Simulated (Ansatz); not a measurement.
# CH6ClOSi: one change and its effect

System: CH6ClOSi, charge −1.
Method of run A: RKS B3LYP-D4/def2-SVPD (Ansatz 0.2.0).

Text and figures count atoms from 1; the logs count them from 0 in places.

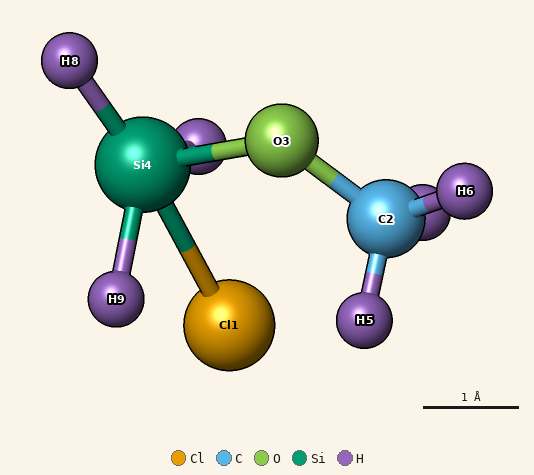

**Figure 1.** The structure as given in the input (ball-and-stick view, seen at a tilt; atoms are numbered from 1 in the order of the input).

### The input, run A
```yaml
crystal:
  periodic: [false, false, false]
  atoms:
    - { symbol: Cl, position_ang: [-1.537632, 0.496465, 1.013197] }
    - { symbol: C, position_ang: [0.653936, -1.134297, 1.043547] }
    - { symbol: O, position_ang: [0.890573, -0.537212, -0.188574] }
    - { symbol: Si, position_ang: [-0.252076, 0.67772, -0.786373] }
    - { symbol: H, position_ang: [0.633556, -0.396635, 1.87578] }
    - { symbol: H, position_ang: [1.451345, -1.86623, 1.267866] }
    - { symbol: H, position_ang: [-0.316208, -1.677593, 1.072655] }
    - { symbol: H, position_ang: [0.472843, 0.935752, -2.050898] }
    - { symbol: H, position_ang: [-0.155389, 1.65487, 0.336217] }
    - { symbol: H, position_ang: [-1.488194, -0.1567, -0.797175] }
total_charge: -1
basis:
  gaussian: { orbitals: def2-SVPD }
hamiltonian:
  xc: { name: B3LYP }
  dispersion: d4
output:
  forces: true
```

Command:
```bash
ansatz run input.yaml --threads 1 --pin off --max-ram 2560MiB --backend cpu --events-out ev --progress --plain --runs-dir out
```

Hardware: 1 thread of Intel Xeon @ 2.70GHz, 189 GiB of memory available, shared host.

### Output (run A)
```
Engine: ansatz 0.2.0, x86_64-unknown-linux-gnu
Functional definition: B3LYP
  parameter a0 = 0.2
  parameter ax = 0.72
  parameter ac = 0.81
  exchange = (1 - a0 - ax)*slater_x + ax*b88_x + a0*exact_x
  correlation = (1 - ac)*vwn_rpa_c + ac*lyp_c
1251 factors; their error is unknown
mean field evaluation 1: about -23572.9702 eV, gradient 2.5e1 eV
mean field evaluation 2: about -23572.2324 eV, gradient 3.3e1 eV
mean field evaluation 4: about -23574.3503 eV, gradient 1.9e0 eV
mean field evaluation 8: about -23574.3596 eV, gradient 1.8e-2 eV
mean field evaluation 16: about -23574.4639 eV, gradient 4.3e-5 eV
mean field -23574.46389418 eV, -866.3455687656 hartree, gradient 4.3e-5 eV, S^2 0.000000; 0 other end points of the search recorded, 0 dependent functions left out
the calculation of the forces begins
reference -23574.46417175 eV, -866.3455789662 hartree; 26, 26 occupied and 116, 116 virtual orbitals, 1251 factors
Total energy: -23574.88325115 eV, -866.3609798499 hartree
Atom 0 at    -1.537632     0.496465     1.013197 Å, force    -4.462784    -0.223213     5.610391 eV/Å
Atom 1 at     0.653936    -1.134297     1.043547 Å, force     0.315768    -0.562917     0.520037 eV/Å
Atom 2 at     0.890573    -0.537212    -0.188574 Å, force     0.026043     0.350678    -0.591406 eV/Å
Atom 3 at    -0.252076     0.677720    -0.786373 Å, force     1.677292    -1.611324     0.601590 eV/Å
Atom 4 at     0.633556    -0.396635     1.875780 Å, force     0.074721    -0.314844    -0.136721 eV/Å
Atom 5 at     1.451345    -1.866230     1.267866 Å, force     0.200006    -0.033677    -0.179361 eV/Å
Atom 6 at    -0.316208    -1.677593     1.072655 Å, force     0.344572     0.039947     0.087290 eV/Å
Atom 7 at     0.472843     0.935752    -2.050898 Å, force     0.189139     0.364845    -0.803521 eV/Å
Atom 8 at    -0.155389     1.654870     0.336217 Å, force     1.554813     1.997697    -1.924249 eV/Å
Atom 9 at    -1.488194    -0.156700    -0.797175 Å, force     0.080431    -0.007192    -3.184050 eV/Å
Dipole moment:     0.216478    -0.170507     0.018076 e Å
```

The input of run B differs as follows (lines with − go, lines with + come):
```diff
-    - { symbol: Cl, position_ang: [-1.537632, 0.496465, 1.013197] }
+    - { symbol: Cl, position_ang: [0.194131, 1.645449, -2.856152] }
```

What does this change do to the results?

With the same method and basis, run B lies 95.9 kcal/mol higher. The largest force goes from 7.172 to 20.664 eV/Å.

### Output (run B)
```
Engine: ansatz 0.2.0, x86_64-unknown-linux-gnu
Functional definition: B3LYP
  parameter a0 = 0.2
  parameter ax = 0.72
  parameter ac = 0.81
  exchange = (1 - a0 - ax)*slater_x + ax*b88_x + a0*exact_x
  correlation = (1 - ac)*vwn_rpa_c + ac*lyp_c
1251 factors; their error is unknown
mean field evaluation 1: about -23568.6204 eV, gradient 2.6e1 eV
mean field evaluation 2: about -23566.4171 eV, gradient 4.2e1 eV
mean field evaluation 4: about -23570.2459 eV, gradient 2.5e0 eV
mean field evaluation 8: about -23570.2638 eV, gradient 2.5e-2 eV
mean field evaluation 16: about -23570.3672 eV, gradient 8.6e-5 eV
mean field -23570.36718458 eV, -866.1950174647 hartree, gradient 5.2e-5 eV, S^2 0.000000; 0 other end points of the search recorded, 0 dependent functions left out
the calculation of the forces begins
reference -23570.36746225 eV, -866.1950276689 hartree; 26, 26 occupied and 116, 116 virtual orbitals, 1251 factors
Total energy: -23570.72325886 eV, -866.2081029532 hartree
Atom 0 at     0.194131     1.645449    -2.856152 Å, force    -2.473692    12.168359   -16.516877 eV/Å
Atom 1 at     0.653936    -1.134297     1.043547 Å, force     0.137055    -0.306703     0.327594 eV/Å
Atom 2 at     0.890573    -0.537212    -0.188574 Å, force    -0.295650    -0.316941     0.852732 eV/Å
Atom 3 at    -0.252076     0.677720    -0.786373 Å, force    -0.201460    -4.054573     6.711461 eV/Å
Atom 4 at     0.633556    -0.396635     1.875780 Å, force    -0.020859     0.004733    -0.021384 eV/Å
Atom 5 at     1.451345    -1.866230     1.267866 Å, force     0.146981    -0.191565     0.133142 eV/Å
Atom 6 at    -0.316208    -1.677593     1.072655 Å, force    -0.001242     0.029998    -0.006211 eV/Å
Atom 7 at     0.472843     0.935752    -2.050898 Å, force     4.461579    -7.915995     7.389801 eV/Å
Atom 8 at    -0.155389     1.654870     0.336217 Å, force    -0.787487     0.411723     0.639834 eV/Å
Atom 9 at    -1.488194    -0.156700    -0.797175 Å, force    -0.965225     0.170965     0.489908 eV/Å
Dipole moment:    -0.018831    -0.225860     0.382966 e Å
```

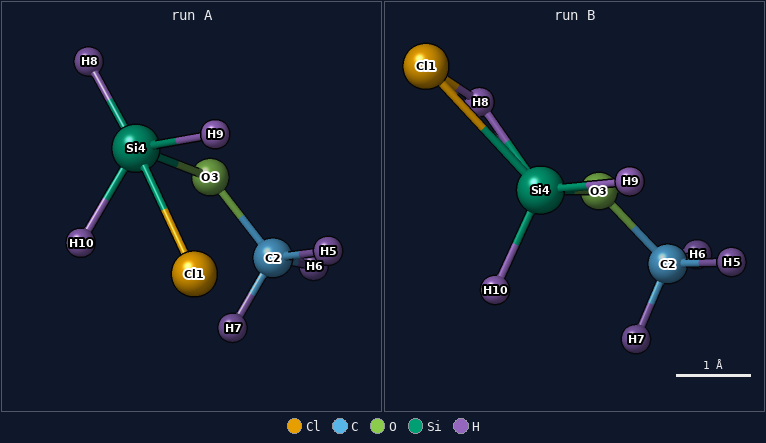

**Figure 2.** The two input geometries at one scale (ball-and-stick view, seen at a tilt). Cl1 moves most after the best rigid fit: 3.52 Å. By element the largest moves are Cl 3.52 Å, H 0.88 Å, Si 0.72 Å, C 0.27 Å, O 0.25 Å. Among the contacts that change: Cl1–H8 3.691 → 1.109 Å, Cl1–Si4 2.219 → 2.328 Å.

### The two runs side by side

| quantity | run A | run B |
| --- | --- | --- |
| outcome | converged | converged |
| total energy (hartree) | −866.360980 | −866.208103 |
| largest force (eV/Å) | 7.172 | 20.664 |
| basis functions | 142 | 142 |
| wall time (shared host) | 8.4 s | 10 s |
